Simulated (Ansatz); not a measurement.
# Li2ScBr4: relaxing a made-up structure

Starting from a made-up structure for Li2ScBr4, the aim is the relaxed cell, its shortest contacts and, where a second run follows, its electronic structure.

Program: Ansatz 0.2.0. Level of theory: DFT, PBE, plane-wave PAW, files of the set soft_1, scalar-relativistic, no spin, cell and ions relaxed at zero pressure; PAW set soft_1, in the first sound run; inputs show where later runs differ. Results are calculated unless marked as measured.

## (1) Starting point

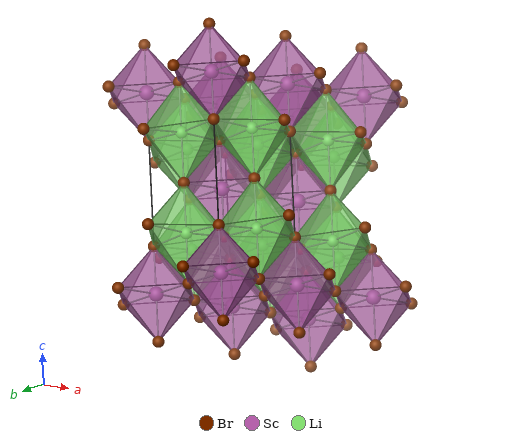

The cell as given, from a free direction (bromine brown, scandium purple, lithium green). 2×1×1 cells are drawn. This picture shows the conventional cell, with its axes. Some periodic images of atoms are drawn too.

Coordinates:

```cif
data_structure
_symmetry_space_group_name_H-M 'P 1'
_symmetry_Int_Tables_number 1
_cell_length_a 7.1286
_cell_length_b 7.1286
_cell_length_c 7.1286
_cell_angle_alpha 133.053
_cell_angle_beta 133.053
_cell_angle_gamma 68.570
_cell_volume 189.96
loop_
_atom_site_label
_atom_site_type_symbol
_atom_site_fract_x
_atom_site_fract_y
_atom_site_fract_z
_atom_site_occupancy
Br1 Br 0.50000 0.00000 0.50000 1
Br2 Br 0.00000 0.50000 0.50000 1
Br3 Br 0.23680 0.23680 0.00000 1
Br4 Br 0.76320 0.76320 0.00000 1
Sc5 Sc 0.00000 0.00000 0.00000 1
Li6 Li 0.75000 0.25000 0.50000 1
Li7 Li 0.25000 0.75000 0.50000 1
```

## (2) Relaxing cell and atoms

The guess takes its coordinates from another compound and its volume from a rule, so the cell and any free coordinates are relaxed together.

Contents of input.yaml:

```yaml
crystal:
  lattice:
    - [-2.8395, 2.8395, 5.89]
    - [2.8395, -2.8395, 5.89]
    - [2.8395, 2.8395, -5.89]
  atoms:
    - { symbol: Br, position: [0.5, 0.0, 0.5] }
    - { symbol: Br, position: [0.0, 0.5, 0.5] }
    - { symbol: Br, position: [0.2368, 0.2368, 0.0] }
    - { symbol: Br, position: [0.7632, 0.7632, 0.0] }
    - { symbol: Sc, position: [0.0, 0.0, 0.0] }
    - { symbol: Li, position: [0.75, 0.25, 0.5] }
    - { symbol: Li, position: [0.25, 0.75, 0.5] }
kpoints:
  mp_grid: { grid: [7, 7, 7] }
scf:
  occupations: { method: fermi_dirac, width: 0.05 }
hamiltonian:
  xc: pbe
  pseudopotentials: { kind: paw, azcp: { folder: soft_1 } }
relax:
  f_tol: 0.015
  max_steps: 70
  cell: {}
output:
  forces: true
  stress: true
```

Run with:

```bash
ansatz run input.yaml --threads 4 --pin off --max-ram 10240MiB --backend cpu --events-out ev --progress --plain --runs-dir out
```

Numbers of over 12 decimals in the logs are rounded to 6 here.

The program printed:

```text
Engine: ansatz 0.2.0, x86_64-unknown-linux-gnu
Pseudopotentials: kind: paw
Pseudopotential: Br, paw, valence charge 7, recommended cutoff 420 eV (normal), soft_1/Br.paw.azcp
Pseudopotential: Sc, paw, valence charge 11, recommended cutoff 420 eV (normal), soft_1/Sc.paw.azcp
Pseudopotential: Li, paw, valence charge 3, recommended cutoff 420 eV (normal), soft_1/Li.paw.azcp
Functional definition: PBE
  parameter kappa = 0.804
  parameter beta = 0.066725
  exchange = pbe_x(kappa = kappa, mu = beta*pi^2/3)
  correlation = pbe_c(beta = beta)
Crystal: 7 atoms, lattice volume = 189.959 Å³
Basis set: ecut = 420 eV, 3691 PW (Γ), exchange–correlation on 96×96×96 points (8 copies of the dense FFT grid, shifted against one another)
Bands: 30, of which v1, the nominal top of the filled ones, is band 23 counted from 1 (22 counted from 0)
Symmetry: 16 space group operations
Space group: I4/mmm (ITA 139), of the structure as read, at distance tolerance 5.7e-5 Å
k-points: 40 of 343
Non-local potential: Br, projectors of the file, l = 0: 2, l = 1: 2, l = 2: 2
Non-local potential: Sc, projectors of the file, l = 0: 3, l = 1: 2, l = 2: 3, l = 3: 1
Non-local potential: Li, projectors of the file, l = 0: 3, l = 1: 2, l = 2: 1
PAW form: soft (Blöchl's): semilocal exchange-correlation on the pseudo side does not see the compensation charge
PAW one-centre angular grid: Br, 110 points (default); XC on 64 Gauss nodes
PAW one-centre angular grid: Sc, 590 points (default); XC on 64 Gauss nodes
PAW one-centre angular grid: Li, 110 points (default); XC on 96 Gauss nodes
Initial density: superposition of atomic densities (chi_scale 0.1, normalization cell, long waves kept (reshape's long-wave potential 0.01 eV rms))
Initial wavefunctions: pseudopotential atomic-orbital guess
Functional: x = pbe(κ = 0.804, μ = 0.219515), c = pbe(β = 0.066725)
SCF iter   1: F=—  HF=-13692.184065 eV  |F-HF|=—  |Δ(HF+E_count)|=         —  Δρ=9.61e-2  dr2=3.77e1  ethr=3.10e-3  ⟨swp⟩=8.3  Hψ=5847  notcnv=0
preconditioner: auto → LDOS  [metal: Δε(μ)=0.010 eV  Ē_g=7.222 eV  σ=0.050 eV  W_gap=0.05  n_scr=32 (ndim 8)  ℏωp=15.5 eV  f_vac=0.013  D(μ)=10.33/eV (n_scr^D=104)  β→1.0]
SCF iter   2: F=—  HF=-13689.345861 eV  |F-HF|=—  |Δ(HF+E_count)|=    2.84e0  Δρ=4.89e-2  dr2=7.18e0  ethr=3.10e-3  ⟨swp⟩=3.1  Hψ=2723  notcnv=0  defer=4
SCF iter   3: F=—  HF=-13688.962975 eV  |F-HF|=—  |Δ(HF+E_count)|=   3.83e-1  Δρ=3.44e-2  dr2=4.74e0  ethr=3.10e-3  ⟨swp⟩=2.1  Hψ=2337  notcnv=0  defer=4
SCF iter   4: F=—  HF=-13688.446020 eV  |F-HF|=—  |Δ(HF+E_count)|=   5.17e-1  Δρ=2.45e-2  dr2=1.95e0  ethr=3.10e-3  ⟨swp⟩=2.3  Hψ=1792  notcnv=0  defer=4
SCF iter   5: F=—  HF=-13688.090052 eV  |F-HF|=—  |Δ(HF+E_count)|=   3.56e-1  Δρ=1.06e-2  dr2=4.53e-1  ethr=3.10e-3  ⟨swp⟩=2.1  Hψ=1606  notcnv=0  defer=4
SCF iter   6: F=—  HF=-13687.991678 eV  |F-HF|=—  |Δ(HF+E_count)|=   9.84e-2  Δρ=3.97e-3  dr2=6.98e-2  ethr=1.01e-3  ⟨swp⟩=2.3  Hψ=1608  notcnv=0  defer=4
SCF iter   7: F=—  HF=-13687.975294 eV  |F-HF|=—  |Δ(HF+E_count)|=   1.64e-2  Δρ=5.79e-4  dr2=5.83e-4  ethr=1.55e-4  ⟨swp⟩=2.8  Hψ=2157  notcnv=0  defer=3
SCF iter   8: F=—  HF=-13687.975297 eV  |F-HF|=—  |Δ(HF+E_count)|=   2.63e-6  Δρ=1.78e-4  dr2=1.02e-4  ethr=1.30e-6  ⟨swp⟩=2.1  Hψ=2292  notcnv=0  defer=3
SCF iter   9: F=—  HF=-13687.975291 eV  |F-HF|=—  |Δ(HF+E_count)|=   6.01e-6  Δρ=5.78e-5  dr2=9.99e-6  ethr=2.27e-7  ⟨swp⟩=2.2  Hψ=1862  notcnv=0  defer=3
SCF iter  10: F=—  HF=-13687.975299 eV  |F-HF|=—  |Δ(HF+E_count)|=   7.78e-6  Δρ=1.12e-5  dr2=1.97e-7  ethr=2.22e-8  ⟨swp⟩=2.0  Hψ=2047  notcnv=0  defer=3
SCF iter  11: F=-13687.975299 eV  HF=-13687.975299 eV  |F-HF|=4.69e-10  |Δ(HF+E_count)|=   1.05e-7  Δρ=1.98e-6  dr2=1.12e-8  ethr=2.22e-10  ⟨swp⟩=4.2  Hψ=3961  notcnv=0
SCF 1 converged in 11 iterations: F = -13687.975299 eV  dr2 = 1.12e-8
  greatest PAW one-centre occupation: 1.000 electrons in one spin orbital (limit 2), on the Li atom at site 6 (counted from 0), in its partial waves of l = 0
relax step   1: F+E_penalty+E_count = -13687.97529882 eV  Δ(F+E_penalty+E_count) = +0.000e0 eV  max|allowed force component| = 9.695e-2 eV/Å  Δτ_max = 0.0000 Å  P = -2.394 GPa  Ω = 189.959 Å³  (11 SCF iters, dr2 threshold 1.00e-7 eV, accepted)
Crystal: 7 atoms, lattice volume = 170.410 Å³
Basis set: ecut = 420 eV, 3323 PW (Γ), exchange–correlation on 96×96×96 points (8 copies of the dense FFT grid, shifted against one another)
Initial density: handed on by an earlier stage of this run
Initial wavefunctions: those handed on with the density
iter 1 solved again at ethr=3.79e-4 eV; its pass at ethr=3.10e-3 eV (dr2=1.71e-1 eV) is discarded
SCF iter   1: F=—  HF=-13688.180886 eV  |F-HF|=—  |Δ(HF+E_count)|=         —  Δρ=5.68e-3  dr2=1.70e-1  ethr=3.79e-4  ⟨swp⟩=1.0  Hψ=6271  notcnv=0
preconditioner: auto → LDOS  [metal: Δε(μ)=0.008 eV  Ē_g=6.758 eV  σ=0.050 eV  W_gap=0.04  n_scr=30 (ndim 8)  ℏωp=14.2 eV  f_vac=0.015  D(μ)=6.21/eV (n_scr^D=44)  β→1.0]
SCF iter   2: F=—  HF=-13688.142974 eV  |F-HF|=—  |Δ(HF+E_count)|=   3.79e-2  Δρ=4.40e-3  dr2=4.92e-2  ethr=3.78e-4  ⟨swp⟩=2.0  Hψ=2000  notcnv=0
SCF iter   3: F=—  HF=-13688.136970 eV  |F-HF|=—  |Δ(HF+E_count)|=   6.00e-3  Δρ=3.02e-3  dr2=3.45e-2  ethr=1.09e-4  ⟨swp⟩=2.0  Hψ=2270  notcnv=0  defer=11
SCF iter   4: F=—  HF=-13688.130384 eV  |F-HF|=—  |Δ(HF+E_count)|=   6.59e-3  Δρ=1.58e-3  dr2=7.03e-3  ethr=7.67e-5  ⟨swp⟩=2.2  Hψ=1820  notcnv=0  defer=11
SCF iter   5: F=—  HF=-13688.129085 eV  |F-HF|=—  |Δ(HF+E_count)|=   1.30e-3  Δρ=3.12e-4  dr2=1.31e-4  ethr=1.56e-5  ⟨swp⟩=2.0  Hψ=2183  notcnv=0  defer=11
SCF iter   6: F=—  HF=-13688.129152 eV  |F-HF|=—  |Δ(HF+E_count)|=   6.73e-5  Δρ=6.35e-5  dr2=7.79e-6  ethr=2.90e-7  ⟨swp⟩=2.0  Hψ=2019  notcnv=0  defer=11
SCF iter   7: F=-13688.129158 eV  HF=-13688.129158 eV  |F-HF|=4.65e-7  |Δ(HF+E_count)|=   5.84e-6  Δρ=1.74e-5  dr2=4.43e-7  ethr=1.56e-9  ⟨swp⟩=3.0  Hψ=5071  notcnv=0
SCF 2 converged in 7 iterations: F = -13688.129158 eV  dr2 = 4.43e-7
relax step   2: F+E_penalty+E_count = -13688.12915833 eV  Δ(F+E_penalty+E_count) = -1.539e-1 eV  max|allowed force component| = 1.781e-1 eV/Å  Δτ_max = 0.0195 Å  P = +0.265 GPa  Ω = 170.410 Å³  energy of the carried Pulay correction = +6.253e-4 eV  (7 SCF iters, dr2 threshold 7.00e-7 eV, accepted)
Crystal: 7 atoms, lattice volume = 169.356 Å³
Basis set: ecut = 420 eV, 3283 PW (Γ), exchange–correlation on 96×96×96 points (8 copies of the dense FFT grid, shifted against one another)
iter 1 solved again at ethr=7.05e-6 eV; its pass at ethr=3.10e-3 eV (dr2=3.17e-3 eV) is discarded
SCF iter   1: F=—  HF=-13688.134247 eV  |F-HF|=—  |Δ(HF+E_count)|=         —  Δρ=1.18e-3  dr2=3.04e-3  ethr=7.05e-6  ⟨swp⟩=2.4  Hψ=6021  notcnv=0
preconditioner: auto → LDOS  [metal: Δε(μ)=0.009 eV  Ē_g=6.957 eV  σ=0.050 eV  W_gap=0.04  n_scr=30 (ndim 8)  ℏωp=14.3 eV  f_vac=0.016  D(μ)=5.67/eV (n_scr^D=36)  β→1.0]
SCF iter   2: F=—  HF=-13688.133797 eV  |F-HF|=—  |Δ(HF+E_count)|=   4.50e-4  Δρ=4.35e-4  dr2=5.81e-4  ethr=6.77e-6  ⟨swp⟩=2.0  Hψ=1641  notcnv=0
SCF iter   3: F=—  HF=-13688.133720 eV  |F-HF|=—  |Δ(HF+E_count)|=   7.71e-5  Δρ=2.78e-4  dr2=2.28e-4  ethr=1.29e-6  ⟨swp⟩=2.0  Hψ=1753  notcnv=0
SCF iter   4: F=—  HF=-13688.133680 eV  |F-HF|=—  |Δ(HF+E_count)|=   3.98e-5  Δρ=1.88e-4  dr2=1.18e-4  ethr=5.06e-7  ⟨swp⟩=2.1  Hψ=1621  notcnv=0
SCF iter   5: F=—  HF=-13688.133658 eV  |F-HF|=—  |Δ(HF+E_count)|=   2.22e-5  Δρ=7.09e-5  dr2=1.14e-5  ethr=2.62e-7  ⟨swp⟩=2.2  Hψ=1560  notcnv=0
SCF iter   6: F=-13688.133655 eV  HF=-13688.133655 eV  |F-HF|=5.57e-9  |Δ(HF+E_count)|=   2.31e-6  Δρ=1.87e-5  dr2=6.65e-7  ethr=1.56e-9  ⟨swp⟩=3.1  Hψ=4984  notcnv=0
SCF 3 converged in 6 iterations: F = -13688.133655 eV  dr2 = 6.65e-7
relax step   3: F+E_penalty+E_count = -13688.13365528 eV  Δ(F+E_penalty+E_count) = -4.497e-3 eV  max|allowed force component| = 8.791e-2 eV/Å  Δτ_max = 0.0714 Å  P = -0.013 GPa  Ω = 169.356 Å³  energy of the carried Pulay correction = +6.610e-4 eV  (6 SCF iters, dr2 threshold 7.00e-7 eV, accepted)
Crystal: 7 atoms, lattice volume = 170.397 Å³
iter 1 solved again at ethr=1.00e-6 eV; its pass at ethr=3.10e-3 eV (dr2=4.50e-4 eV) is discarded
SCF iter   1: F=—  HF=-13688.135942 eV  |F-HF|=—  |Δ(HF+E_count)|=         —  Δρ=4.62e-4  dr2=4.31e-4  ethr=1.00e-6  ⟨swp⟩=2.7  Hψ=6263  notcnv=0
preconditioner: auto → LDOS  [metal: Δε(μ)=0.008 eV  Ē_g=6.946 eV  σ=0.050 eV  W_gap=0.04  n_scr=30 (ndim 8)  ℏωp=14.2 eV  f_vac=0.017  D(μ)=5.77/eV (n_scr^D=36)  β→1.0]
SCF iter   2: F=—  HF=-13688.135863 eV  |F-HF|=—  |Δ(HF+E_count)|=   7.99e-5  Δρ=1.68e-4  dr2=6.38e-5  ethr=9.57e-7  ⟨swp⟩=2.0  Hψ=1798  notcnv=0
SCF iter   3: F=—  HF=-13688.135850 eV  |F-HF|=—  |Δ(HF+E_count)|=   1.26e-5  Δρ=5.99e-5  dr2=1.09e-5  ethr=1.42e-7  ⟨swp⟩=2.0  Hψ=1872  notcnv=0
SCF iter   4: F=—  HF=-13688.135848 eV  |F-HF|=—  |Δ(HF+E_count)|=   2.20e-6  Δρ=1.93e-5  dr2=1.22e-6  ethr=2.43e-8  ⟨swp⟩=2.0  Hψ=1673  notcnv=0
SCF iter   5: F=-13688.135848 eV  HF=-13688.135848 eV  |F-HF|=1.31e-7  |Δ(HF+E_count)|=   8.30e-8  Δρ=8.08e-6  dr2=2.01e-7  ethr=1.07e-9  ⟨swp⟩=4.0  Hψ=3759  notcnv=0
SCF 4 converged in 5 iterations: F = -13688.135848 eV  dr2 = 2.01e-7
relax step   4: F+E_penalty+E_count = -13688.13584756 eV  Δ(F+E_penalty+E_count) = -2.192e-3 eV  max|allowed force component| = 4.873e-3 eV/Å  Δτ_max = 0.0285 Å  P = -0.026 GPa  Ω = 170.397 Å³  energy of the carried Pulay correction = +6.258e-4 eV  (5 SCF iters, dr2 threshold 4.83e-7 eV, accepted)
Initial wavefunctions: pseudopotential atomic-orbital guess (no wavefunctions were taken with the density)
iter 1 solved again at ethr=3.85e-7 eV; its pass at ethr=3.10e-3 eV (dr2=1.73e-4 eV) is discarded
SCF iter   1: F=—  HF=-13688.135182 eV  |F-HF|=—  |Δ(HF+E_count)|=         —  Δρ=4.25e-5  dr2=5.65e-7  ethr=3.85e-7  ⟨swp⟩=3.0  Hψ=8931  notcnv=0
preconditioner: auto → LDOS  [metal: Δε(μ)=0.008 eV  Ē_g=6.945 eV  σ=0.050 eV  W_gap=0.04  n_scr=30 (ndim 8)  ℏωp=14.2 eV  f_vac=0.017  D(μ)=5.78/eV (n_scr^D=36)  β→1.0]
SCF iter   2: F=—  HF=-13688.135219 eV  |F-HF|=—  |Δ(HF+E_count)|=   3.68e-5  Δρ=1.04e-5  dr2=2.59e-7  ethr=1.26e-9  ⟨swp⟩=2.0  Hψ=2128  notcnv=0
SCF iter   3: F=—  HF=-13688.135219 eV  |F-HF|=—  |Δ(HF+E_count)|=   4.08e-8  Δρ=5.99e-6  dr2=1.32e-7  ethr=5.74e-10  ⟨swp⟩=2.4  Hψ=2113  notcnv=0
SCF iter   4: F=—  HF=-13688.135219 eV  |F-HF|=—  |Δ(HF+E_count)|=   1.05e-8  Δρ=4.84e-6  dr2=5.92e-8  ethr=2.94e-10  ⟨swp⟩=2.2  Hψ=1646  notcnv=0
SCF iter   5: F=—  HF=-13688.135219 eV  |F-HF|=—  |Δ(HF+E_count)|=   1.48e-8  Δρ=1.51e-6  dr2=5.84e-9  ethr=1.32e-10  ⟨swp⟩=2.4  Hψ=2079  notcnv=0
SCF iter   6: F=—  HF=-13688.135219 eV  |F-HF|=—  |Δ(HF+E_count)|=   1.23e-9  Δρ=2.60e-7  dr2=1.57e-10  ethr=1.30e-11  ⟨swp⟩=2.0  Hψ=2019  notcnv=0
SCF iter   7: F=-13688.135219 eV  HF=-13688.135219 eV  |F-HF|=5.46e-12  |Δ(HF+E_count)|=  9.28e-11  Δρ=9.52e-8  dr2=1.42e-11  ethr=1.00e-12  ⟨swp⟩=4.3  Hψ=3927  notcnv=0
SCF 5 converged in 7 iterations: F = -13688.135219 eV  dr2 = 1.42e-11
relax step   5: F+E_penalty+E_count = -13688.13521897 eV  Δ(F+E_penalty+E_count) = +6.286e-4 eV  max|allowed force component| = 4.867e-3 eV/Å  Δτ_max = 0.0000 Å  P = -0.026 GPa  Ω = 170.397 Å³  stress off target by 3.25e-2 GPa  SCF on the basis re-selected at this cell (its energy is not comparable with the rows above)  (7 SCF iters)
basis re-selected at this cell: Δ(F+E_penalty+E_count) = +6.286e-4 eV, ΔP = +0.000 GPa vs the last step (what re-selecting the basis moved, of the pressure what is left beyond the Pulay correction that the steps carried, after the strain that the cell walked since its last selection, with what the two solves' SCF thresholds leave and, on support functions, any second-order correction that the steps lacked; it is no m [...]
SCF converged after 7 iterations
Free energy (F): -13688.135219 eV
Harris-Foulkes:  -13688.135219 eV  (|F-HF|=5.46e-12)
Internal energy: -13688.089381 eV  (E = F + TS)
E sigma→0 (E₀):  -13688.112300 eV
Entropy (-TS):   -0.045838 eV (-6.548 meV/atom)
Fermi energy:    6.773417 eV
--- Per-component energies (eV) ---
  E_band       = -443.532454
  E_kinetic    = 769.410475
  E_local      = -2193.538652  (includes V_loc(G=0)·N_el)
  E_nonlocal   = 310.606427
  E_hartree    = 733.181683
  E_xc         = -893.136820
  E_vxc        = -566.395388  (∫ρ·V_xc dr)
  E_paw        = -10294.259668  (= ΣΔE_a)
  E_vpaw       = -229.979287  (= ΣTr[D̂ρ^β])
  E_aug_tail   = 0.000552  (compensation charges beyond the density's cutoff)
  E_ewald      = -2120.353378
  E_smearing   = -0.045838  (= −TS)
  E_closure    = -0.000000  (closes the sum)
  Σ components = -13688.135219   (vs F -13688.135219, Δ=0.00e0)
--- Forces (eV/Å), atoms counted from 1 ---
  atom   1  Br     0.00000000     0.00000000     0.00000000
  atom   2  Br     0.00000000     0.00000000     0.00000000
  atom   3  Br     0.00000000     0.00000000    -0.00486735
  atom   4  Br    -0.00000000     0.00000000     0.00486735
  atom   5  Sc    -0.00000000     0.00000000    -0.00000000
  atom   6  Li    -0.00000000    -0.00000000     0.00000000
  atom   7  Li     0.00000000    -0.00000000     0.00000000
  max |Σ_I F_I| component: 1.27e-18 eV/Å
--- Stress (GPa, compression-positive) ---
       -0.032456       0.000000      -0.000000
        0.000000      -0.032456      -0.000000
       -0.000000       0.000000      -0.014006
  P = ⅓ Tr σ = -0.0263 GPa (-0.263 kbar)
--- Relaxed structure (4 steps of the walk, 4 accepted, 1 SCFs on fresh bases) ---
  F+E_penalty+E_count = -13688.13521897 eV   max|allowed force component| = 4.867e-3 eV/Å   (the final SCF, on the basis selected at the relaxed cell)
  cell:  # Å, volume = 170.3970 Å³
    - [-2.732104, 2.732104, 5.706997]
    - [2.732104, -2.732104, 5.706997]
    - [2.732104, 2.732104, -5.706997]
  atoms:
    - { symbol: Br, position: [0.5, 0, 0.5] }
    - { symbol: Br, position: [0, 0.5, 0.5] }
    - { symbol: Br, position: [0.242093, 0.242093, 0] }
    - { symbol: Br, position: [0.757907, 0.757907, 0] }
    - { symbol: Sc, position: [0, 0, 0] }
    - { symbol: Li, position: [0.75, 0.250000, 0.5] }
    - { symbol: Li, position: [0.250000, 0.75, 0.5] }
```

It took 8.5 s on 4 threads of Intel Xeon 6975P-C (Granite Rapids), shared host; peak memory 0.69 GiB.

This run has no spin polarisation although its electron count is odd.

Relaxation path:

```csv
step,energy less that of the first step (eV),largest force component (eV/Å),pressure (GPa),volume (Å³)
1,0.0000,0.0969,-2.39,189.96
2,-0.1539,0.1781,0.27,170.41
3,-0.1584,0.0879,-0.01,169.36
4,-0.1605,0.0049,-0.03,170.40
5*,-0.1599,0.0049,-0.03,170.40
```

Relaxation steps marked * repeat the geometry before them on a plane-wave basis chosen anew for their cell, so energy and pressure can jump there.

Forces are held to the 16 operations that the run works with; a distortion that breaks them can't arise in this run.

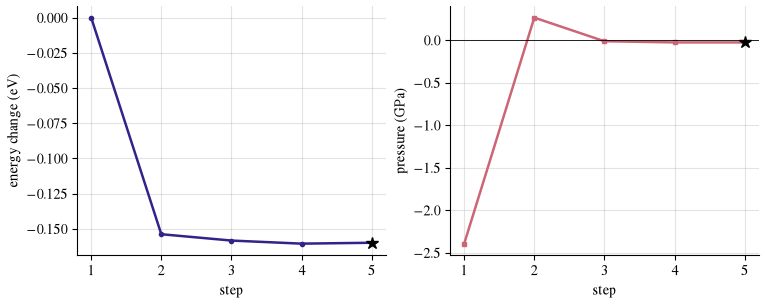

Energy and pressure along the relaxation. Stars mark steps on a basis chosen anew.

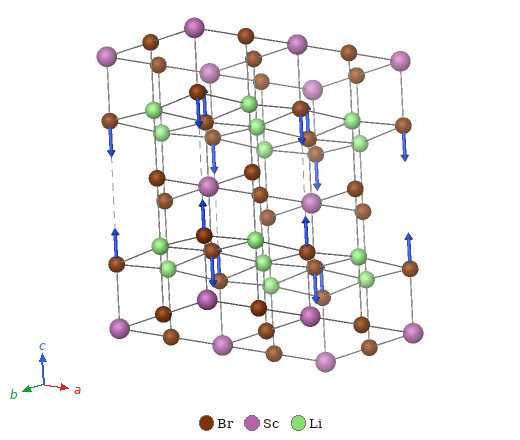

Displacements in the relaxation, exaggerated, measured against the changing cell; the longest in the cell stands for 0.06 Å. 2×1×1 conventional cells are drawn. Some periodic images of atoms are drawn too.

```csv
"conventional cell, symmetrised",before,after,change
a (Å),5.679,5.464,-3.8 %
b (Å),5.679,5.464,-3.8 %
c (Å),11.780,11.414,-3.1 %
volume (Å³/atom),27.14,24.34,-10.3 %
```

The atoms that moved most (Å, as changes of fractional coordinates times the final cell):

```csv
atom,dx,dy,dz,length
Br3,0.000,0.000,0.060,0.060
Br4,0.000,0.000,-0.060,0.060
```

Numbers from this step:

```
free energy             : -13688.1352 eV
energy at zero smearing : -13688.1123 eV
smearing term TS        : 0.04584 eV
Fermi energy            : 6.773 eV
electrons               : 45
symmetry operations     : 16
pressure                : -0.02631 GPa
```

The shortest distance of each pair, which need not be the same contact before and after:

```csv
pair,guess (Å),relaxed (Å)
Br–Sc,2.790,2.732
Br–Li,2.844,2.734
Br–Br,3.980,3.864
Li–Li,4.016,3.864
Li–Sc,4.091,3.951
```

The relaxation ends with a largest force component of 0.0049 eV/Å and a pressure of -0.03 GPa.

(Continued in part 2 of 2.)

[Logs are printed without paths, hosts, clocks, repeated set-up lines and the standing remarks that a program may print on its own settings, such as how far it seeks lower states.]

[Hosts, paths, dates, database ids (printed as entryN), source tags and the programs' standing remarks are cut or masked in the printed files.]
